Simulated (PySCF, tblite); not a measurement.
# C4H5NOS: a rotation path, then NMR shifts on frames, part 2 of 2

tblite 0.8.0 and PySCF 2.14.0. Atoms count from 0.

## (5) Nuclear shieldings: image 5, PBE0/pcSseg-1

The job: settings as JSON, then the geometry in Å.

```
{"job": {"kind": "nmr", "xc": "PBE0", "basis": "pcSseg-1", "pop": false}, "charge": 0, "multiplicity": 1}
C     -2.061500     0.099100    -0.021200
O     -0.999100     0.061400    -0.956900
C      0.244700    -0.002700    -0.423800
C      0.861800     0.976500     0.306900
S      2.445000     0.485500     0.742500
C      2.158300    -1.003700    -0.099800
N      1.000600    -1.111700    -0.635000
H     -2.104500    -0.828400     0.559100
H     -2.970900     0.202500    -0.608800
H     -1.969200     0.948100     0.662600
H      0.486200     1.937100     0.594800
H      2.909800    -1.764400    -0.146500
```

With the program's defaults for keys left out, this is: GIAO PBE0/pcSseg-1 NMR shielding, non-relativistic, gas phase.

Output:

```text
coarse grid: 11216 points
cycle   1  E = -682.9423461187  dE =  1.362e+00  |g| = 5.484e-01  |ddm| = 3.365e+00
cycle   2  E = -682.8706566981  dE =  7.169e-02  |g| = 8.162e-01  |ddm| = 1.185e+00
cycle   3  E = -682.9985916008  dE = -1.279e-01  |g| = 1.124e-01  |ddm| = 8.171e-01
cycle   4  E = -683.0006806315  dE = -2.089e-03  |g| = 6.210e-02  |ddm| = 1.435e-01
cycle   5  E = -683.0015844996  dE = -9.039e-04  |g| = 1.168e-02  |ddm| = 6.370e-02
cycle   6  E = -683.0016098308  dE = -2.533e-05  |g| = 5.936e-03  |ddm| = 1.576e-02
cycle   7  E = -683.0016184003  dE = -8.569e-06  |g| = 1.162e-03  |ddm| = 6.095e-03
final grid: 105640 points
cycle   8  E = -683.0548878710  dE = -1.894e-05  |g| = 1.168e-02  |ddm| = 2.558e-02
cycle   9  E = -683.0548436200  dE =  4.425e-05  |g| = 1.818e-02  |ddm| = 2.404e-02
cycle  10  E = -683.0549154513  dE = -7.183e-05  |g| = 2.151e-03  |ddm| = 1.680e-02
cycle  11  E = -683.0549165428  dE = -1.091e-06  |g| = 4.388e-04  |ddm| = 2.142e-03
cycle  12  E = -683.0549165804  dE = -3.761e-08  |g| = 1.404e-04  |ddm| = 4.881e-04
cycle  13  E = -683.0549165848  dE = -4.454e-09  |g| = 3.252e-05  |ddm| = 1.641e-04
cycle  14  E = -683.0549165851  dE = -2.817e-10  |g| = 1.349e-05  |ddm| = 5.314e-05
converged SCF energy = -683.0549165851

GIAO shielding tensors (ppm)
atom      isotropic    diamagn.    paramagn.     s11        s22        s33       span
  0 C      121.268     245.019    -123.751     84.574     97.934    181.298     96.725
  1 O      265.686     397.065    -131.379    168.027    289.482    339.550    171.522
  2 C       13.060     247.902    -234.842    -48.093     30.669     56.604    104.696
  3 C       77.565     260.092    -182.527      4.300     72.560    155.836    151.537
  4 S      232.140    1056.427    -824.287      0.739    326.196    369.483    368.744
  5 C       33.882     257.661    -223.778    -48.239     28.884    121.002    169.241
  6 N      -85.677     329.874    -415.551   -372.335   -103.184    218.488    590.823
  7 H       27.738      29.502      -1.763     23.788     25.832     33.595      9.807
  8 H       27.403      28.280      -0.877     23.864     24.980     33.366      9.502
  9 H       27.832      30.167      -2.335     23.484     26.826     33.185      9.701
 10 H       25.223      32.167      -6.943     21.532     26.438     27.699      6.167
 11 H       23.557      29.354      -5.798     20.254     22.553     27.863      7.609
```

It took 14 s on 1 thread of AMD EPYC 7B13, shared host; peak memory 0.73 GiB.

This run: δ C2 173.9, C5 153.0, C3 109.4, C0 65.7, H11 8.16, H10 6.49 ppm.

## (6) Shielding tensors: image 6, PBE0/pcSseg-1

The job: settings as JSON, then the geometry in Å.

```
{"job": {"kind": "nmr", "xc": "PBE0", "basis": "pcSseg-1", "pop": false}, "charge": 0, "multiplicity": 1}
C     -2.071100     0.185300    -0.039600
O     -1.009900    -0.178400    -0.898100
C      0.237600    -0.122100    -0.386000
C      0.781000     0.845000     0.417000
S      2.415200     0.462500     0.782000
C      2.244300    -0.964400    -0.185000
N      1.089100    -1.130000    -0.711300
H     -2.149800    -0.518200     0.796100
H     -2.972800     0.129300    -0.645800
H     -1.959800     1.199500     0.351200
H      0.342200     1.742900     0.800400
H      3.055200    -1.652200    -0.307000
```

Method: GIAO PBE0/pcSseg-1 NMR shielding, non-relativistic, gas phase.

Output:

```text
coarse grid: 11216 points
cycle   1  E = -682.9443090073  dE =  1.371e+00  |g| = 5.451e-01  |ddm| = 3.365e+00
cycle   2  E = -682.8678211877  dE =  7.649e-02  |g| = 8.273e-01  |ddm| = 1.187e+00
cycle   3  E = -682.9993945798  dE = -1.316e-01  |g| = 1.222e-01  |ddm| = 8.300e-01
cycle   4  E = -683.0020305213  dE = -2.636e-03  |g| = 6.274e-02  |ddm| = 1.533e-01
cycle   5  E = -683.0029663690  dE = -9.358e-04  |g| = 1.232e-02  |ddm| = 6.569e-02
cycle   6  E = -683.0029960319  dE = -2.966e-05  |g| = 6.245e-03  |ddm| = 1.705e-02
cycle   7  E = -683.0030057124  dE = -9.681e-06  |g| = 1.120e-03  |ddm| = 6.310e-03
final grid: 105640 points
cycle   8  E = -683.0562417625  dE = -1.998e-05  |g| = 1.138e-02  |ddm| = 2.537e-02
cycle   9  E = -683.0562023440  dE =  3.942e-05  |g| = 1.753e-02  |ddm| = 2.269e-02
cycle  10  E = -683.0562678553  dE = -6.551e-05  |g| = 1.885e-03  |ddm| = 1.563e-02
cycle  11  E = -683.0562686645  dE = -8.092e-07  |g| = 4.567e-04  |ddm| = 1.898e-03
cycle  12  E = -683.0562687049  dE = -4.040e-08  |g| = 1.484e-04  |ddm| = 5.051e-04
cycle  13  E = -683.0562687100  dE = -5.059e-09  |g| = 3.624e-05  |ddm| = 1.818e-04
cycle  14  E = -683.0562687103  dE = -3.408e-10  |g| = 1.599e-05  |ddm| = 5.598e-05
converged SCF energy = -683.0562687103

GIAO shielding tensors (ppm)
atom      isotropic    diamagn.    paramagn.     s11        s22        s33       span
  0 C      125.687     245.216    -119.528     95.618    100.181    181.263     85.645
  1 O      249.034     396.733    -147.699    129.053    294.319    323.729    194.676
  2 C       14.157     247.343    -233.186    -44.488     31.102     55.856    100.344
  3 C       85.528     260.630    -175.101     17.519     78.654    160.412    142.893
  4 S      234.139    1056.417    -822.278      0.095    343.924    358.399    358.305
  5 C       33.752     257.974    -224.222    -48.838     28.463    121.632    170.470
  6 N      -85.408     329.858    -415.266   -371.421    -97.104    212.301    583.722
  7 H       27.863      29.547      -1.684     24.178     25.682     33.730      9.552
  8 H       27.430      28.190      -0.760     23.475     25.480     33.334      9.859
  9 H       27.642      30.158      -2.516     23.197     26.702     33.025      9.828
 10 H       25.588      32.517      -6.929     21.356     26.962     28.447      7.091
 11 H       23.585      29.290      -5.705     20.305     22.474     27.977      7.673
```

Run time: 15 s. Hardware: 1 thread of AMD EPYC 7B13, shared host; peak memory 0.73 GiB.

Key values: δ C2 172.8, C5 153.2, C3 101.4, C0 61.2, H11 8.13, H10 6.13 ppm.

## (7) NMR shieldings: image 8, PBE0/pcSseg-1

The job: settings as JSON, then the geometry in Å.

```
{"job": {"kind": "nmr", "xc": "PBE0", "basis": "pcSseg-1", "pop": false}, "charge": 0, "multiplicity": 1}
C     -2.048700     0.310000    -0.113100
O     -1.060900    -0.527900    -0.665000
C      0.202200    -0.327100    -0.252200
C      0.667900     0.595500     0.645800
S      2.372900     0.433100     0.822600
C      2.318800    -0.860800    -0.324500
N      1.155600    -1.136000    -0.784700
H     -2.105000     0.196000     0.974400
H     -2.989000    -0.004000    -0.561600
H     -1.860200     1.360900    -0.355500
H      0.138400     1.339900     1.202000
H      3.209300    -1.380300    -0.614300
```

Method: GIAO PBE0/pcSseg-1 NMR shielding, non-relativistic, gas phase.

Output:

```text
coarse grid: 11216 points
cycle   1  E = -682.9502545910  dE =  1.380e+00  |g| = 5.354e-01  |ddm| = 3.370e+00
cycle   2  E = -682.8736930387  dE =  7.656e-02  |g| = 8.211e-01  |ddm| = 1.154e+00
cycle   3  E = -683.0031170653  dE = -1.294e-01  |g| = 1.276e-01  |ddm| = 8.116e-01
cycle   4  E = -683.0060924628  dE = -2.975e-03  |g| = 6.193e-02  |ddm| = 1.575e-01
cycle   5  E = -683.0070101407  dE = -9.177e-04  |g| = 1.246e-02  |ddm| = 6.541e-02
cycle   6  E = -683.0070411769  dE = -3.104e-05  |g| = 6.347e-03  |ddm| = 1.741e-02
cycle   7  E = -683.0070513140  dE = -1.014e-05  |g| = 1.057e-03  |ddm| = 6.311e-03
cycle   8  E = -683.0070515303  dE = -2.163e-07  |g| = 3.969e-04  |ddm| = 1.131e-03
final grid: 105640 points
cycle   9  E = -683.0607600737  dE = -2.311e-05  |g| = 1.272e-02  |ddm| = 2.813e-02
cycle  10  E = -683.0607111360  dE =  4.894e-05  |g| = 1.990e-02  |ddm| = 2.437e-02
cycle  11  E = -683.0607924921  dE = -8.136e-05  |g| = 1.832e-03  |ddm| = 1.650e-02
cycle  12  E = -683.0607932137  dE = -7.216e-07  |g| = 4.499e-04  |ddm| = 1.617e-03
cycle  13  E = -683.0607932495  dE = -3.580e-08  |g| = 1.746e-04  |ddm| = 5.061e-04
cycle  14  E = -683.0607932563  dE = -6.840e-09  |g| = 4.863e-05  |ddm| = 2.186e-04
cycle  15  E = -683.0607932569  dE = -5.714e-10  |g| = 2.303e-05  |ddm| = 7.413e-05
converged SCF energy = -683.0607932569

GIAO shielding tensors (ppm)
atom      isotropic    diamagn.    paramagn.     s11        s22        s33       span
  0 C      129.344     245.936    -116.591    102.486    105.165    180.382     77.896
  1 O      221.979     396.393    -174.414     84.332    285.518    296.088    211.756
  2 C       14.725     247.524    -232.799    -42.307     29.845     56.638     98.946
  3 C       94.302     261.166    -166.864     35.378     89.799    157.729    122.351
  4 S      238.050    1056.403    -818.353      8.480    352.550    353.122    344.643
  5 C       32.088     258.143    -226.055    -51.107     27.488    119.884    170.990
  6 N      -81.396     329.711    -411.107   -367.602    -87.330    210.745    578.347
  7 H       27.923      29.929      -2.006     24.708     25.653     33.410      8.701
  8 H       27.289      28.039      -0.750     22.760     25.862     33.245     10.485
  9 H       27.923      29.920      -1.997     24.714     25.638     33.417      8.703
 10 H       26.151      32.998      -6.847     21.776     27.899     28.778      7.002
 11 H       23.496      29.197      -5.701     20.188     22.327     27.973      7.785
```

Wall time 14 s (1 thread of AMD EPYC 7B13, shared host); peak memory 0.73 GiB.

In short: δ C2 172.2, C5 154.8, C3 92.6, C0 57.6, H11 8.22, H10 5.57 ppm.

## (8) Run by run: NMR shifts

Shifts (ppm) of some atoms, chosen among heavy atoms and hydrogens apart, with basis size and wall time:

| frame | C3 | C0 | H10 | H7 | O1 | S4 | N6 | functions | time |
| --- | --- | --- | --- | --- | --- | --- | --- | --- | --- |
| image 0 | 98.7 | 58.8 | 6.09 | 4.29 | 95.3 | 268 | 335.3 | 151 | 18 s |
| image 2 | 105.0 | 59.8 | 6.32 | 4.98 | 82.2 | 254 | 339.4 | 151 | 13 s |
| image 5 | 109.4 | 65.7 | 6.49 | 3.98 | 70.4 | 272 | 353.4 | 151 | 14 s |
| image 6 | 101.4 | 61.2 | 6.13 | 3.85 | 87.0 | 270 | 353.1 | 151 | 15 s |
| image 8 | 92.6 | 57.6 | 5.57 | 3.79 | 114.1 | 266 | 349.1 | 151 | 14 s |

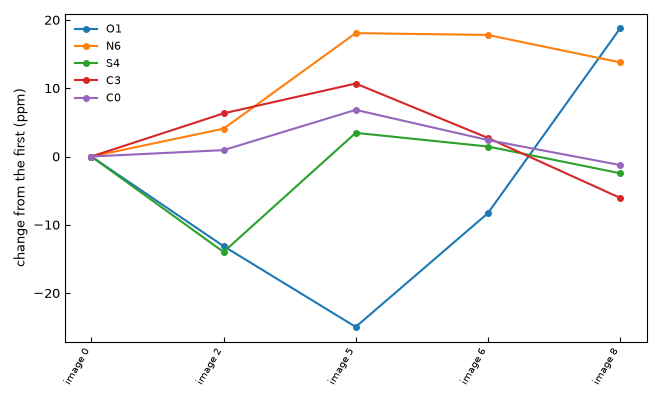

How five of the tabulated atoms move from run to run.

## (9) Summary of results

The summary covers parts 1 to 2.

| quantity | value |
| --- | --- |
| barrier | 0.252 eV (5.8 kcal/mol) at image 5 |
| end to end (GFN2-xTB) | 0.105 eV |
| 13C shifts against TMS (PBE0/pcSseg-1, image 0) | 171.0, 153.7, 98.7, 58.8 ppm |
| 1H shifts against TMS (PBE0/pcSseg-1, image 0) | 8.10, 6.09, 4.29, 4.28, 4.06 ppm |
| 17O shifts against H2O (PBE0/pcSseg-1, image 0) | 95.3 ppm |
| 33S shifts against CS2 (PBE0/pcSseg-1, image 0) | 268 ppm |
| 15N shifts against NH3 (PBE0/pcSseg-1, image 0) | 335.3 ppm |
| potential on the surface of density 0.002 e/bohr³, 1st and 99th percentile | -1.27 V and 1.24 V |
| range of the shift of O1 | 70.4 to 114.1 ppm |

What this shows: Along the band the dihedral turns by 180°, and the top (dihedral -67°) lies 5.8 kcal/mol above the start (GFN2-xTB, rough), so at room temperature this motion is fast. The top was not checked by a frequency run. Shifts at one fixed geometry are not the observed spectrum, which averages over the motion. In the first frame run (image 0): Shielding is most anisotropic at N6 (span 570 ppm, paramagnetic term -400 ppm). NICS(1)zz of -27 ppm above the planar ring from C2 marks a diatropic (aromatic) ring current. At PBE0/pcSseg-1, counted by nearest atom on the grid, the HOMO lies on C3 27 %; O1 22 %, the LUMO on C5 29 %; S4 22 %. In ppm, O1 moves most: its shift spreads over 43.7 ppm, from 70.4 (image 5) to 114.1 (image 8).
